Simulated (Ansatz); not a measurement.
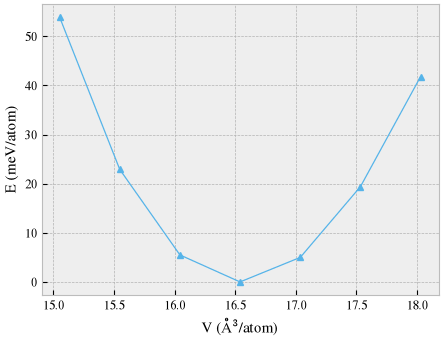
Fig. 1. Ti (bcc (W type), Im-3m) under volume change, the program Ansatz at the PBEsol level (PAW), scaled uniformly.

Problem. What does a third-order Birch–Murnaghan fit give for V₀, B₀ and B′?

Solution. V₀ = 16.54 Å³/atom, B₀ = 113 GPa, B′ = 3.2.

This is a known high-temperature phase of the composition, computed here at zero pressure and temperature. The cell was relaxed with PBEsol under the symmetry of its start. At this level the phase is mechanically unstable. The run is not spin-polarised.

Potentials: the later of the program's two PAW sets.
